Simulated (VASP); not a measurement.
Band structure of InAs (zinc blende). All values below come from vdW-DF2, VASP's PBE PAW potentials (set 64) (plane waves; VASP).

Unless said otherwise, spin-orbit coupling is left out, though it shifts the bands of the heavy elements here.

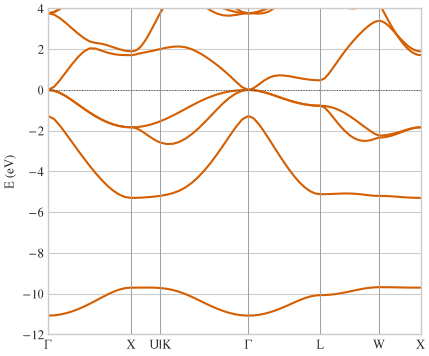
Fig. 1. Bands along high-symmetry lines, zero at the valence-band maximum or, without a gap, the Fermi level

### Question
Read the plot: is there a gap, and where are the band edges?

### Answer
It has no gap at this level: it comes out as a metal or semimetal. (Edges off the drawn lines would not show.)

The compound is InAs in the zinc blende structure. It was relaxed first, which changed the volume by +16 %.
